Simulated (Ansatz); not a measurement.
# CHClNSn radical: a ladder of functionals and wavefunction methods

How much do the methods differ for CHClNSn radical? The plan is to run it at one geometry with functionals of several rungs and with coupled cluster. The yardstick is the atomisation energy at the CCSD(T) limit.

Computed with Ansatz 0.2.0, Gaussian basis. Level: functionals in def2-TZVPP, the program's frozen cores in correlated methods.

Plan: LDA (SPW92), PBE-D4, revPBE-D4, BLYP-D4, r2SCAN-D4, B97M-V, PBE0-D4, B3LYP-D4, r2SCANh-D4, r2SCAN0-D4, HSE06-D4, BHLYP-D4, CAM-B3LYP-D4, LC-ωPBE, ωB97X-V, ωB97M-V, B2PLYP, PBE-QIDH; CCSD(T)/def2-SVP; CCSD(T)/def2-TZVPP; MP2/def2-QZVPP; extrapolation to the limit; RPA on PBE.

1 further run of the same task is left out (for a known fault of the program).

## (1) Structure used throughout

The geometry comes from an earlier relaxation with PBE0-D4 in a triple-zeta def2 set; it is a stationary point. Sn takes the def2 core potential; no spin-orbit term is included.

SMILES `N#[C][SnH][Cl]`, 5 atoms, charge 0, spin multiplicity 2.

Atoms are counted from 1 here; the program's logs count them from 0.

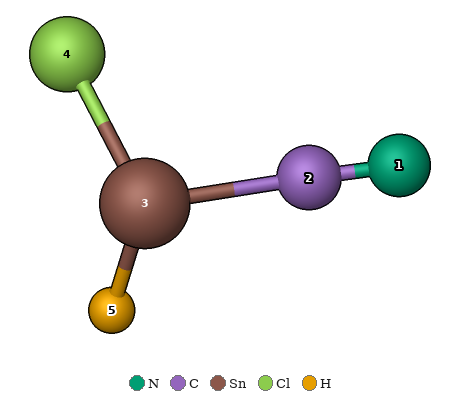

The structure; nitrogen teal, carbon purple, tin brown, chlorine green, hydrogen amber; atoms are numbered from 1 in the order of the file.

## (2) LDA

This LDA is Slater exchange with PW92 correlation.

File in.yaml:

```yaml
crystal:
  periodic: [false, false, false]
  atoms:
    - {symbol: N, position_ang: [1.306394, -1.471699, 1.494450]}
    - {symbol: C, position_ang: [0.811918, -0.790430, 0.705367]}
    - {symbol: Sn, position_ang: [0.051767, 0.430125, -0.854709]}
    - {symbol: Cl, position_ang: [-2.141684, -0.288663, -1.119030]}
    - {symbol: H, position_ang: [0.021605, 2.047166, -0.267379]}
basis:
  gaussian: {orbitals: def2-TZVPP}
magnetization: {spin_polarized: true, initial_magnetization: 1}
hamiltonian: {xc: lda}
output: {orbitals: {seedname: orbitals}}
```

Launch:

```
> ansatz run in.yaml --threads 4 --pin off --events-out ev --progress --plain --max-ram 10444MiB
```

After this run come: PBE-D4 (GGA); revPBE-D4 (GGA); BLYP-D4 (GGA); r2SCAN-D4 (meta-GGA); B97M-V (meta-GGA); B3LYP-D4 (hybrid); r2SCANh-D4 (hybrid); r2SCAN0-D4 (hybrid); HSE06-D4 (hybrid); BHLYP-D4 (hybrid); CAM-B3LYP-D4 (range-separated); LC-ωPBE (range-separated); ωB97X-V (range-separated); ωB97M-V (range-separated); B2PLYP (double hybrid); PBE-QIDH (double hybrid); CCSD(T) in def2-SVP; CCSD(T) in def2-TZVPP; MP2 in def2-QZVPP; RPA on PBE orbitals.

**Question.** What will the summary of the whole plan be? Wanted: atomisation energy, CCSD(T)/CBS; farthest beyond LDA; mean size of error, GGA; mean size of error, meta-GGA; mean size of error, hybrid; mean size of error, range-separated; mean size of error, double hybrid; gap, smallest and largest; T1 diagnostic.

**Answer**, as computed:

| quantity | value |
| --- | --- |
| atomisation energy, CCSD(T)/CBS | 1679.4 kJ/mol |
| functionals within 16.8 kJ/mol (1.0 %) | revPBE-D4, r2SCAN-D4, PBE0-D4, B3LYP-D4, HSE06-D4, CAM-B3LYP-D4, LC-ωPBE, ωB97X-V, ωB97M-V |
| farthest beyond LDA | BHLYP-D4 (-99.1 kJ/mol) |
| mean size of error, GGA | 39.9 kJ/mol |
| mean size of error, meta-GGA | 12.5 kJ/mol |
| mean size of error, hybrid | 33.3 kJ/mol |
| mean size of error, range-separated | 10.1 kJ/mol |
| mean size of error, double hybrid | 22.5 kJ/mol |
| gap, smallest and largest | 0.73 eV (LDA (SPW92)), 7.78 eV (LC-ωPBE) |
| T1 diagnostic | 0.0164 |
| triples share of the correlation energy | 4.2 % |

**Reading.** LDA overbinds by 299.3 kJ/mol (18 %). PBE-D4 misses by +77.2 kJ/mol. Double hybrids carry the basis error of their MP2 part in triple zeta, and no dispersion term here, so their miss is partly the set-up's. The rungs range-separated, meta-GGA miss on average by less than the doubt on the reference (16.8 kJ/mol), so they tie. The reference freezes the cores and leaves out spin-orbit coupling and excitations past (T), and its outer-core shells are covered unevenly, so misses under about 16.8 kJ/mol can't be ranked. All levels share the lack of spin-orbit coupling, which lowers the free heavy atoms and so the true binding. Hartree-Fock recovers 63 % of the binding; the rest is correlation. CCSD(T) in def2-SVP is off by -144.6 kJ/mol, more than most functionals: a good method in a small basis is no reference. Orbital gaps span 0.7 to 7.8 eV; exact exchange widens them. Correlated methods include outer-core shells of Sn, which these sets cover unevenly.
